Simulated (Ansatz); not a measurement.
# BCO (doublet): trial inputs and their diagnosis at distance C1–B2 = 2.890 Å

3 inputs are run for BCO (doublet) as typed; the log has to tell whether the result can be used and what must change.

The runs use Ansatz 0.2.0, Gaussian basis; the settings change from run to run.

19 further runs of the same task are left out: 2 for a known fault of the program, 1 for a mislabelled method, 11 that didn't finish, 5 set aside as unsound or not needed.

## Step 1: The geometry

The geometry derives from a PBE0/def2-TZVP stationary point (not a proven minimum). One bond is set to the value named and the two fragments are kept rigid.

3 atoms, charge 0, spin multiplicity 2.

Atoms are counted from 1 here; the program's logs count them from 0.

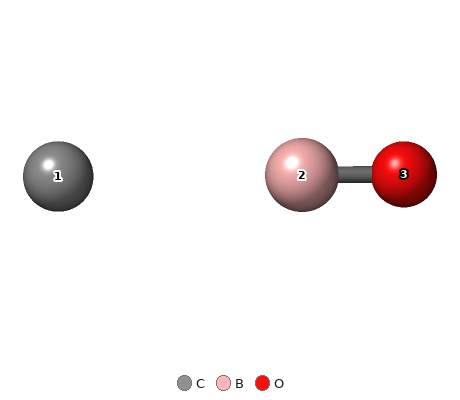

The structure; carbon grey, boron pink, oxygen red; atoms are numbered from 1 in the order of the file.

As a file:

```csv
atom,x (Å),y (Å),z (Å)
C1,0.0000,0.0000,2.3293
B2,0.0000,0.0000,-0.5607
O3,0.0000,0.0000,-1.7686
```

## Step 2: Try 1

The input, in.yaml:

```yaml
crystal:
  periodic: [false, false, false]
  atoms:
    - {symbol: C, position_ang: [0.000000, 0.000000, 2.329300]}
    - {symbol: B, position_ang: [0.000000, 0.000000, -0.560700]}
    - {symbol: O, position_ang: [0.000000, 0.000000, -1.768600]}
basis:
  gaussian: {orbitals: cc-pVDZ}
magnetization: {spin_polarized: false, initial_magnetization: 1}
correlation: {active_space: {window: {electrons: 3, orbitals: 2}, states: [{multiplicity: 2, weights: [1, 1, 1, 1]}]}}
```

Started as:

```
$ ansatz run in.yaml --threads 1 --pin off --events-out ev --progress --plain --max-ram 2393MiB
```

The log of the run:

```text
Functional definition: HF
  name "HF"
  cite "Fock, Z. Phys. 61, 126 (1930) doi:10.1007/BF01340294"
  parent pbe
  exchange = exact_x
  correlation = 0
715 factors; integrals over basis functions are off by at most 1.4e-7 eV
mean field evaluation 1: about -3724.3331 eV, gradient 4.7e1 eV
mean field evaluation 2: about -3724.3357 eV, gradient 4.7e1 eV
mean field evaluation 4: about -3730.1679 eV, gradient 1.3e1 eV
mean field evaluation 8: about -3731.8165 eV, gradient 1.8e-1 eV
mean field evaluation 16: about -3728.8474 eV, gradient 1.9e1 eV
mean field evaluation 32: about -3721.7008 eV, gradient 3.6e1 eV
mean field evaluation 64: about -3731.1784 eV, gradient 2.0e-6 eV
mean field evaluation 96: about -3731.1784 eV, gradient 3.8e-2 eV
mean field evaluation 128: about -3731.1605 eV, gradient 2.7e-6 eV
mean field -3731.81611745 eV, -137.1417128005 hartree, gradient 2.8e-6 eV, S^2 0.750000; 12 other end points of the search recorded, 0 dependent functions left out
reference -3731.81611745 eV, -137.1417128005 hartree; 10, 9 occupied and 32, 33 virtual orbitals, 715 factors
Error: 4 states are sought, and the space of determinants holds 2 states of this symmetry and spin
```

Wall time 1.5 s (1 thread of Intel Xeon Platinum 8488C, shared host).

Diagnosis: The run stopped with an error. It says: «4 states are sought, and the space of determinants holds 2 states of this symmetry and spin». Cure: ask for fewer states or enlarge the space.

## Step 3: Try 2

The input, in.yaml:

```yaml
crystal:
  periodic: [false, false, false]
  atoms:
    - {symbol: C, position_ang: [0.000000, 0.000000, 2.329300]}
    - {symbol: B, position_ang: [0.000000, 0.000000, -0.560700]}
    - {symbol: O, position_ang: [0.000000, 0.000000, -1.768600]}
basis:
  gaussian: {orbitals: cc-pVDZ}
magnetization: {spin_polarized: false, initial_magnetization: 1}
correlation: {method: sc_nevpt2, electrons: all, active_space: {window: {electrons: 3, orbitals: 3}, states: [{multiplicity: 2, weights: [1, 1]}], root: 2}}
```

Launched as before.

The log of the run:

```text
Error: the active space averages no state 2, counted from zero
```

It took 0.03 s on 1 thread of Intel Xeon Platinum 8488C, shared host.

Diagnosis: The run was refused. The root asked for lies beyond the states averaged. Cure: average more states or name a lower root.

## Step 4: Try 3

The input, in.yaml:

```yaml
crystal:
  periodic: [false, false, false]
  atoms:
    - {symbol: C, position_ang: [0.000000, 0.000000, 4.401678]}
    - {symbol: B, position_ang: [0.000000, 0.000000, -1.059555]}
    - {symbol: O, position_ang: [0.000000, 0.000000, -3.342123]}
basis:
  gaussian: {orbitals: 6-31G}
magnetization: {spin_polarized: true, initial_magnetization: 1}
correlation: {method: bccd, electrons: outside_noble_gas}
output: {forces: true}
```

The command is unchanged.

The log of the run, shortened:

```text
Functional definition: HF
  name "HF"
  cite "Fock, Z. Phys. 61, 126 (1930) doi:10.1007/BF01340294"
  parent pbe
[...]
328 factors; integrals over basis functions are off by at most 2.1e-4 eV
[...]
mean field -3727.58964571 eV, -136.9863928288 hartree, gradient 2.9e-6 eV, S^2 2.449150; 85 other end points of the search recorded, 0 dependent functions left out
determinant -3727.58964571 eV, -136.9863928288 hartree, with singles and doubles -3732.43902649 eV, -137.1646042856 hartree
determinant -3727.58708537 eV, -136.9862987382 hartree, with singles and doubles -3732.44338392 eV, -137.1647644182 hartree
determinant -3727.58700117 eV, -136.9862956436 hartree, with singles and doubles -3732.44324048 eV, -137.1647591468 hartree
determinant -3727.24070644 eV, -136.9735695472 hartree, with singles and doubles -3731.25813447 eV, -137.1212073042 hartree
[...]
3 core orbitals not correlated: weight in the atoms' cores, before any rotation towards them, 1.000 or more for the frozen orbitals, at most 0.000 for the correlated occupied ones
reference -3727.58964571 eV, -136.9863928288 hartree; 7, 6 occupied and 17, 18 virtual orbitals, 328 factors
second order -3.12954283 eV of doubles, -0.00000000 eV of singles
cycle   1  -4.83421064 eV  change    1.2e-1 eV  update   1.2e-1
[...]
cycle  13  -4.82140043 eV  change   -1.6e-9 eV  update  9.9e-10
WARN: the results are in doubt because among natural orbitals full CI differs from the method by -0.328 eV
[...]
Total energy: -3732.41104614 eV, -137.1635760267 hartree
Atom 0 at     0.000000     0.000000     4.401678 Å, force    -0.000000    -0.000000    -0.000636 eV/Å
Atom 1 at     0.000000     0.000000    -1.059555 Å, force    -0.000000     0.000000    -2.922563 eV/Å
Atom 2 at     0.000000     0.000000    -3.342123 Å, force     0.000000     0.000000     2.923198 eV/Å
Dipole moment:     0.000000     0.000000     0.660396 e Å
In doubt: among natural orbitals full CI differs from the method by -0.328 eV
```

It took 22 s on 1 thread of Intel Xeon Platinum 8488C, shared host.

**Diagnosis.** The run converged, which proves nothing about the input. The coordinates are scaled by the bohr-ångström factor. The shortest distance is 2.28 Å, against 1.21 Å in the geometry of step 1. Its energy belongs to another geometry. Cure: restore the coordinates in ångström.

## Step 5: Summary

```
try                level                ended                                                                                        cause    time
  1  CASSCF(3,2)/cc-pVDZ  stopped by an error  4 states are sought, and the space of determinants holds 2 states of this symmetry and spin   1.5 s
  2  NEVPT2(3,3)/cc-pVDZ              refused                                           the root asked for lies beyond the states averaged  0.03 s
  3    BCCD on UHF/6-31G            converged                                       the coordinates are scaled by the bohr-ångström factor    22 s
```

1 stopped by an error, 1 refused, 1 converged. The input that converges on a wrong geometry or spin is the dangerous one: no error points at it, so geometry and ⟨S²⟩ have to be checked.
